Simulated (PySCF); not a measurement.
Ga(OMe)3, SMILES C[O][Ga]([O]C)[O]C (C3H9GaO3) at its GFN2-xTB optimised geometry (Å):

```
16

Ga    -0.2648     0.1333     0.0000
O     -1.0708    -1.4518    -0.0028
C     -2.4110    -1.8989    -0.0080
H     -2.9992    -1.4295    -0.8006
H     -2.3768    -2.9772    -0.1887
H     -2.8959    -1.7158     0.9542
O      1.4909     0.1333     0.0000
C      2.3613    -0.9869    -0.0086
H      2.9806    -0.9375    -0.9081
H      3.0003    -0.9337     0.8767
H      1.8245    -1.9390    -0.0006
O     -0.9218     1.7690     0.0000
C     -2.2438     2.2699     0.0084
H     -2.3346     2.9772     0.8374
H     -2.4325     2.7916    -0.9339
H     -3.0003     1.4880     0.1338
```

Computed with PySCF 2.14.0 with PBE0/def2-TZVP. Cells within 0.4 Å of a nucleus heavier than hydrogen are left out (blank, or x).

Map of the LUMO amplitude (bohr^(-3/2)) on the plane z = 0.0 Å; orbital energy -0.69 eV, overall sign arbitrary:

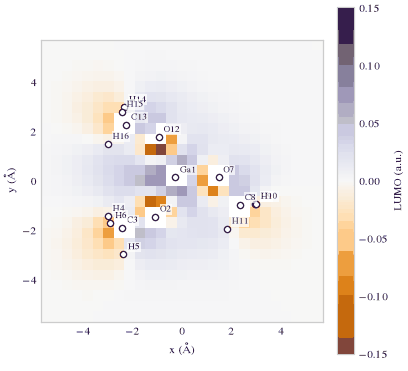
Fig. 1. LUMO amplitude (bohr^(-3/2)) on the plane z = 0.0 Å.
